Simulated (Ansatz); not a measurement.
Consider BH2OS (doublet).

Input file:

```
crystal:
  periodic: [false, false, false]
  atoms:
    - {symbol: B, position_ang: [-0.010270, -0.358955, 0.571844]}
    - {symbol: S, position_ang: [-1.654180, -0.331903, -0.117159]}
    - {symbol: O, position_ang: [1.074382, 0.232064, 0.049781]}
    - {symbol: H, position_ang: [-1.383684, 0.415947, -1.211318]}
    - {symbol: H, position_ang: [1.875260, 0.106802, 0.565138]}
basis:
  gaussian: {orbitals: def2-TZVPP}
magnetization: {spin_polarized: true, initial_magnetization: 1}
hamiltonian: {xc: pbe0, dispersion: d4}
output: {orbitals: {seedname: orbitals}}
```

Command:

```sh
ansatz run in.yaml --threads 2 --pin off --events-out ev --progress --plain --max-ram 4352MiB
```

Geometry: PBE0-D4/def2-TZVP.

Computed with Ansatz, UKS PBE0-D4/def2-TZVPP.

What will maps of the electron density, electron localisation function and spin density show?

Answer. B–O (1.34 Å): ρ is about 2.2 e/Å³ halfway; the ELF peaks at about 0.90 between the atoms, as expected for a short, strongly polar bond.
B–S (1.78 Å): ρ is about 1.3 e/Å³ halfway; the ELF peaks at about 0.95 between the atoms (a covalent bond).
O–H (0.96 Å): ρ at the midpoint is about 3.8 e/Å³; the ELF climbs to about 1 towards the hydrogen, as it does in any bond to H: a covalent bond by its length.
S–H (1.35 Å): ρ at the midpoint is about 1.5 e/Å³; the ELF climbs to about 1 towards the hydrogen.
The unpaired spin (1 electron) lies mostly on B1 (about 0.8), S2 (about 0.1) and O3 (about 0.1), in electrons by Hirshfeld's partition.

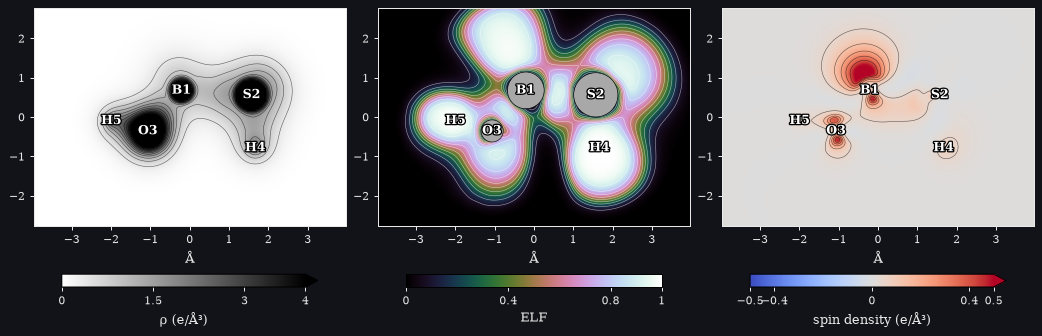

Computed electron density, electron localisation function and spin density on the molecular plane, in this order. Grey discs cover the atomic cores in the ELF map. 
